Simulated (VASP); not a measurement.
Band structure of YGe (space group P6/mmm). Calculation: PBE GGA, VASP's PBE PAW potentials (set 64) (plane waves; VASP).

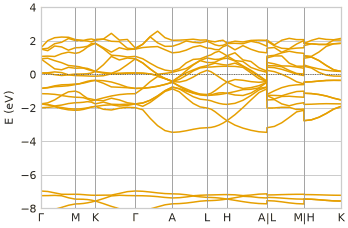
Bands along high-symmetry lines, zero at the valence-band maximum or, without a gap, the Fermi level

Problem. Read the plot: is there a gap, and where are the band edges?

Solution. It has no gap at this level: it comes out as a metal or semimetal.

The structure was generated: YGe was put into an ordered model structure, which need not be its known phase. The cell was not relaxed at this level. The k-mesh is coarse (spacing up to 0.52 per Å, 2π included), so the numbers may not be converged in it. The electron count is odd and the run is not spin-polarised, which forces a metal.
